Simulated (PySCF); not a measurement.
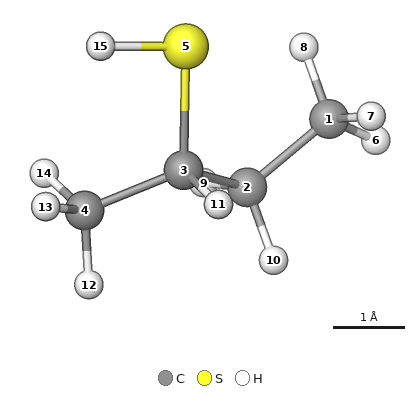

Fig. 1: The structure as given in the input (ball-and-stick view, seen at a tilt; atoms are numbered from 1 in the order of the input). Bond lengths as drawn: C–C 1.51 to 1.53 Å, C–H 1.09 to 1.10 Å, C–S 1.82 Å and H–S 1.35 Å.

# EPR calculation of C4H10S (charge +1)

The run: EPR calculation of C4H10S, charge +1, multiplicity 2. Method and program: UKS B3LYP, pcH-1 on C H S, non-relativistic, mean-field spin-orbit, GIAO (PySCF 2.14.0).

It belongs to a series of runs on one base structure; here: electron removed.

**Log**
```
UKS, coarse grid
  cycle   1  E = -556.27612967  |g| = 3.47e-01
  cycle   2  E = -556.12251228  |g| = 5.67e-01
  cycle   3  E = -556.32735482  |g| = 1.15e-01
  cycle   4  E = -556.33488391  |g| = 4.48e-02
  cycle   5  E = -556.33581031  |g| = 1.48e-02
  cycle   6  E = -556.33591846  |g| = 7.34e-03
  cycle   7  E = -556.33594839  |g| = 1.97e-03
  cycle   8  E = -556.33595188  |g| = 8.94e-04
UKS, final grid
  cycle   1  E = -556.33595757  |g| = 1.09e-03
  cycle   2  E = -556.33595694  |g| = 1.58e-03
  cycle   3  E = -556.33595824  |g| = 1.34e-04
  cycle   4  E = -556.33595826  |g| = 6.78e-05
  cycle   5  E = -556.33595826  |g| = 2.31e-05
E = -556.33595826 Eh   <S^2> = 0.7533 (exact 0.7500)
g shifts (ppm)      1          2          3
  rmc          -229       -229       -229
  gc             -2         46         42
  oz_so         102      13201      36106
  total        -129      13018      35919
hyperfine (MHz)  atom isotope    a_iso     a_fc   dipolar eigenvalues
    0   13C      -0.54      -0.54     -2.29     -0.72      3.01
    1   13C       6.99       6.99     -4.05     -2.93      6.97
    2   13C     -13.77     -13.77     -8.24     -7.89     16.13
    3   13C       9.61       9.61     -2.23     -1.97      4.20
    4   33S      29.38      29.38    -85.37    -80.93    166.30
    5    1H       0.65       0.65     -1.69     -1.39      3.08
    6    1H      27.17      27.17     -2.99     -0.13      3.13
    7    1H      13.24      13.24     -4.29     -0.81      5.10
    8    1H      52.67      52.67     -3.32     -0.27      3.59
    9    1H       0.82       0.82     -3.10     -2.24      5.34
   10    1H     224.85     224.85     -8.80     -2.61     11.41
   11    1H      -0.24      -0.24     -2.12     -1.32      3.45
   12    1H       1.11       1.11     -2.54     -2.22      4.77
   13    1H       6.21       6.21     -2.95     -1.45      4.40
   14    1H     -39.99     -39.99    -19.83     -0.67     20.51
```

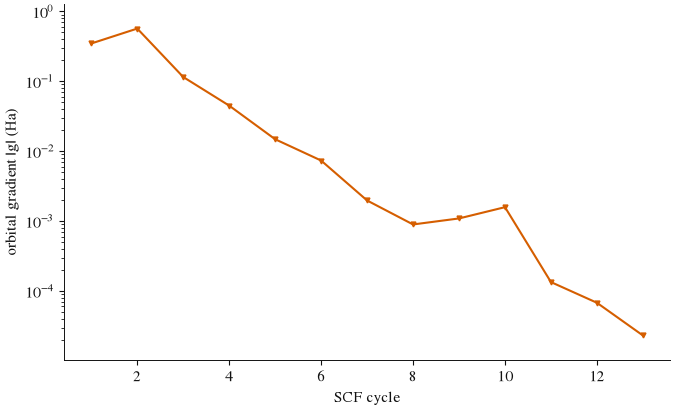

Fig. 2: Convergence of the self-consistent field: orbital gradient |g| against the SCF cycle. All cycles printed in the log are drawn one after another.

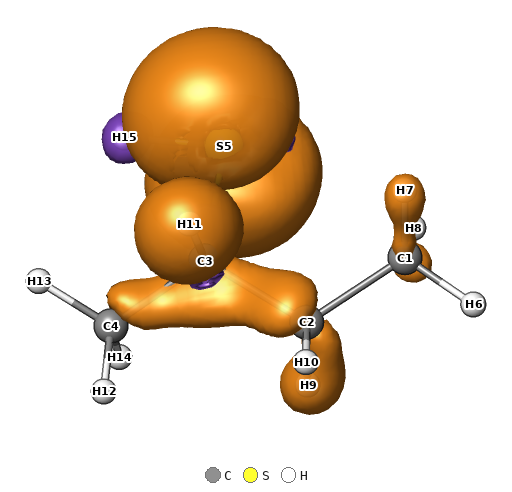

Fig. 3: Isosurfaces of the spin density at +0.015 (orange) and −0.015 e/Å³ (purple), seen at a tilt. The unpaired spin (1 electron) lies mostly on S5 (about 0.8), in electrons by Hirshfeld's partition.

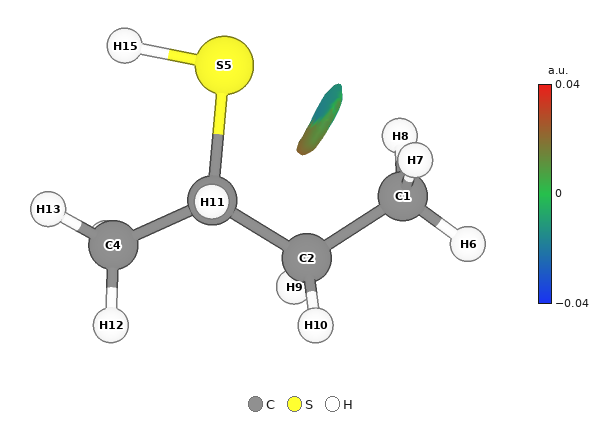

Fig. 4: Non-covalent interaction (NCI) plot: the surface where the reduced density gradient is 0.5, for densities under 0.05 a.u., coloured by sign(λ₂)ρ; seen face on.

The run was set up as follows.

**The input**
```
{"job": {"kind": "epr", "basis": "pcH-1"}, "charge": 1, "multiplicity": 2}
C      2.024795     0.018476     0.008404
C      0.697089    -0.688187     0.154351
C     -0.505190     0.244786     0.272269
C     -1.834769    -0.380634    -0.102523
S     -0.194966     1.841746    -0.548356
H      2.840253    -0.698800     0.045168
H      2.186180     0.747265     0.804758
H      2.076097     0.563146    -0.937331
H      0.539105    -1.334721    -0.717534
H      0.720005    -1.359109     1.018675
H     -0.557285     0.555111     1.330709
H     -1.959753    -1.315171     0.440839
H     -2.674585     0.263449     0.149060
H     -1.876128    -0.602137    -1.167322
H     -1.485263     2.152770    -0.773078
```

The first line tells a small driver script what to run in PySCF; the rest is the geometry in Å.

Launch command:
```bash
OMP_NUM_THREADS=1 python <driver script> task.json out
```

**Summary**

```csv
quantity,value
outcome,converged
total energy,−556.335958 hartree
⟨S²⟩,0.753
isotropic g,2.0186
hardware,"1 CPU thread, shared host"
wall time,35 s
peak memory,0.84 GiB
```

Checks after the run noted: orbitally degenerate or nearly so: second-order g, spin-orbit hyperfine and D do not apply.
